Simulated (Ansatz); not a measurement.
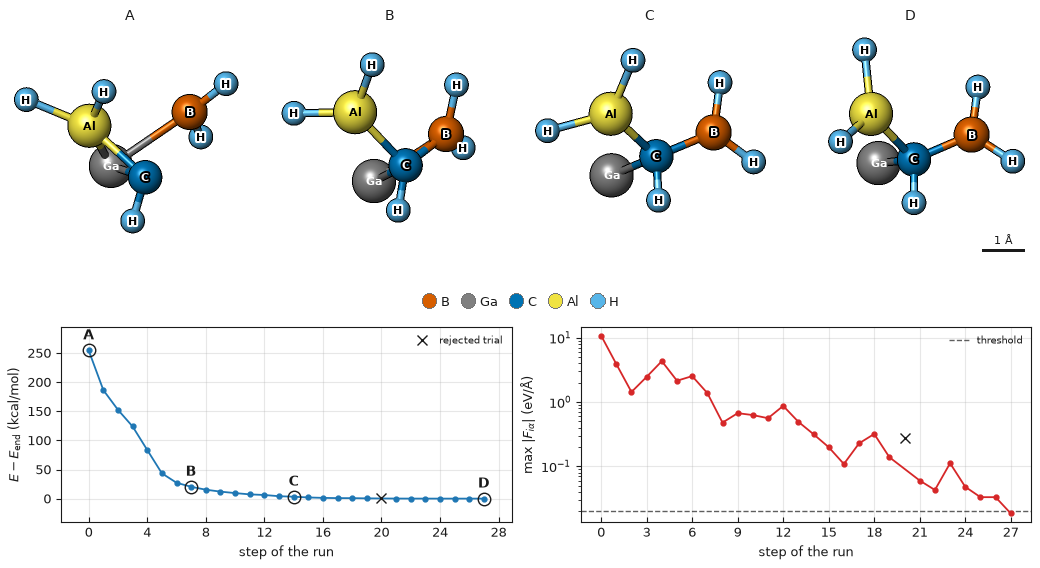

Frames of a relaxation of CH$_{5}$AlBGa, marked on the history of the run. A ball-and-stick model, seen at a tilt.

The run prepares an end point of a later path (hydrogen shift) calculation, from a guessed geometry.

Method: Ansatz, RHF/def2-SVP. Settings: no spin polarisation; force threshold 0.02 eV/Å; at most 50 steps.

Question: What happens along the run?

Answer: Over 26 accepted moves (27 points after the start) the energy falls by 254.4 kcal/mol. The largest force component goes from 11 to 0.019 eV/Å. The line search rejected the trial step at point 20 of the run. The atom that moves furthest after the best rigid fit is an H atom (2.09 Å). Largest moves by element: H 2.09 Å, C 1.30 Å, Ga 0.99 Å, B 0.70 Å, Al 0.58 Å. Near-neighbour distances that change, for instance: Al–Ga 2.005 → 3.342 Å, B–C 2.606 → 1.530 Å, B–Ga 2.346 → 2.941 Å, C–Ga 2.314 → 2.081 Å. New bonds form: B–C (2.61 → 1.53 Å). Bonds break: Al–Ga (2.01 → 3.34 Å). Among the angles between lasting bonds that change: Ga–C–Al 55.8° → 112.0°, C–Al–H 153.1° → 119.8°, H–Al–H 87.4° → 119.5°. The run took 41 s on 2 threads of Intel(R) Xeon(R) Platinum 8488C (Sapphire Rapids) (shared host), peak memory 0.29 GiB. From step 0 to 7: an H atom moves most (0.77 Å), energy −234.1 kcal/mol. From step 7 to 14: an H atom moves most (1.25 Å), energy −17.0 kcal/mol. From step 14 to 27: an H atom moves most (1.22 Å), energy −3.28 kcal/mol.

| step | E − E(0), kcal/mol | largest force component, eV/Å | note |
| --- | --- | --- | --- |
| 0 | 0.00 | 10.8200 |  |
| 1 | -68.06 | 3.9102 |  |
| 2 | -101.95 | 1.4382 |  |
| 3 | -130.54 | 2.4728 |  |
| 4 | -170.90 | 4.3394 |  |
| 5 | -210.96 | 2.1509 |  |
| 6 | -227.14 | 2.5391 |  |
| 7 | -234.08 | 1.3834 |  |
| 8 | -239.06 | 0.4801 |  |
| 9 | -242.37 | 0.6733 |  |
| 10 | -244.88 | 0.6290 |  |
| 11 | -247.09 | 0.5623 |  |
| 12 | -248.14 | 0.8738 |  |
| 13 | -250.24 | 0.4941 |  |
| 14 | -251.10 | 0.3169 |  |
| 15 | -252.36 | 0.1991 |  |
| 16 | -253.09 | 0.1090 |  |
| 17 | -253.51 | 0.2284 |  |
| 18 | -253.58 | 0.3197 |  |
| 19 | -253.94 | 0.1389 |  |
| 20 | -253.63 | 0.2749 | rejected |
| 21 | -254.26 | 0.0603 |  |
| 22 | -254.34 | 0.0430 |  |
| 23 | -254.35 | 0.1121 |  |
| 24 | -254.37 | 0.0482 |  |
| 25 | -254.37 | 0.0332 |  |
| 26 | -254.38 | 0.0332 |  |
| 27 | -254.38 | 0.0186 |  |
